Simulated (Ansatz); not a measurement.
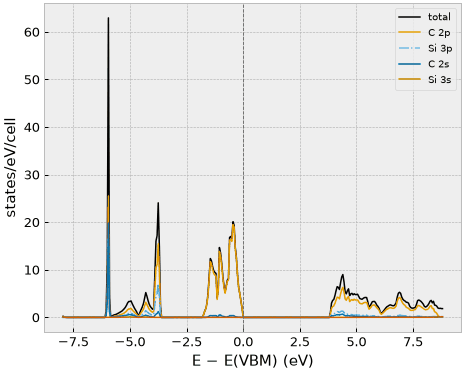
*Total and projected density of states of SiC4 in space group Pn-3m (No. 224; Si on 2a, C on 8e), DFT-r²SCAN in the program Ansatz with PAW potentials*

Task: Which orbitals carry the states next to the gap?

Result: Top 1 eV of the valence band: C 2p 97 %. Bottom 1 eV of the conduction band: C 2p 69 %, Si 3p 16 %, C 2s 8 %, outside the projected shells 7 %. Projections are on Löwdin-orthogonalised atomic valence shells; empty p or d shells of many metals are not among them.

Task: Where is the tallest occupied peak in this window, and what makes it?

Result: Near -5.9 eV, about 63 states/eV per cell; the largest projected share is C 2p.

The start of the workflow was typed in or built on a structure type; neither database checked (COD, Materials Project) lists it. Whether it is the stable phase at ambient conditions was not checked. The r²SCAN relaxation kept the symmetry of its start; whether a distortion lowers the energy is not shown. Its formation energy is positive at this level, so the cell may be metastable or incomplete.

Potentials: the earlier of the program's two PAW sets.
